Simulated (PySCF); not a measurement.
## Electronic structure of AlGe (charge +1, triplet) in real space

```yaml
atoms:
  - { symbol: Al, position_ang: [0.0000, 0.0000, -2.0762] }
  - { symbol: Ge, position_ang: [0.0000, 0.0000, 0.7578] }
```

Computed with PySCF 2.14.0, PBE0/def2-SVP, non-relativistic Hamiltonian with scalar-relativistic core potentials where named, at a bond length of 2.834 Å.

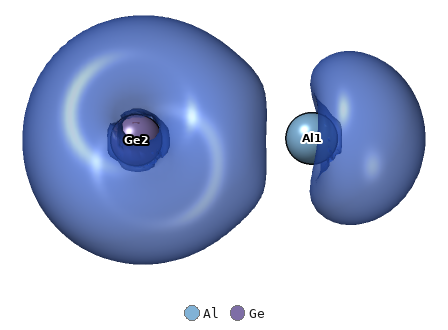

Figure 1. Isosurfaces of the spin density (α minus β) at +0.015 (blue) and −0.015 e/Å³ (red), seen from one side.

Which atoms carry the spin?

Answer. The unpaired spin (2 electrons) lies mostly on Ge2 (about 1.4) and Al1 (about 0.6), in electrons by Hirshfeld's partition.

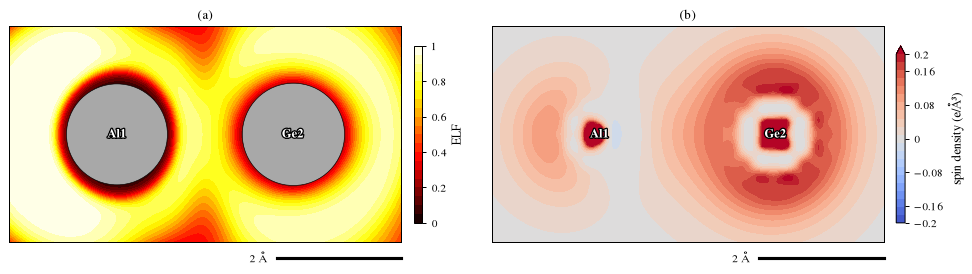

Figure 2. (a) ELF; (b) spin density on a plane that holds the molecular axis. Grey discs cover the atomic cores in the ELF map.

Describe what can be read from this map.

Answer.
- Atoms in the plane: Al and Ge.
- Al–Ge (2.83 Å): the ELF peaks at about 0.85 between the atoms.
